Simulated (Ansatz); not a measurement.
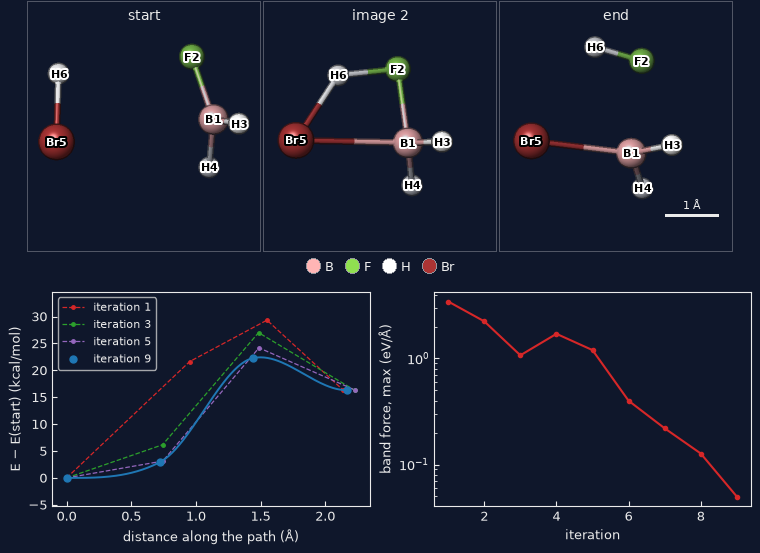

A search for the minimum-energy path of BH₃BrF, made up at the start of BH2F and HBr by the nudged elastic band. Images are numbered from 0 (start) to 3 (end). The plot follows the band through its iterations. A ball-and-stick model, seen at a tilt.

Method: RKS B3LYP-D4/def2-SVP (Ansatz). Run with 2 movable images; no climbing image; force threshold 0.05 eV/Å; iteration limit 60; starting path through a guess of the saddle point.

> How did the profile develop, and is the result final?

The run is converged, with reservations. The band converged in 9 iterations. The largest component of the band force went from 3.4 to 0.05 eV/Å. No image climbed, so the highest image needn't lie on the saddle point, and the true maximum along this path can be higher. So few images resolve the path coarsely. The first iteration put the highest image at 29.3 kcal/mol. The energy climbs by 22.3 kcal/mol to image 2 and then falls by 6.0 kcal/mol, so the end point sits at +16.3 kcal/mol.

Limits of the set-up: the start holds two separate molecules, 2.7 Å apart at their closest, whose relative position is a soft coordinate.

The run took 19 s on 1 thread of AMD EPYC 9R45 96-Core Processor (Zen 5), on a shared host, peak memory 0.2 GiB.
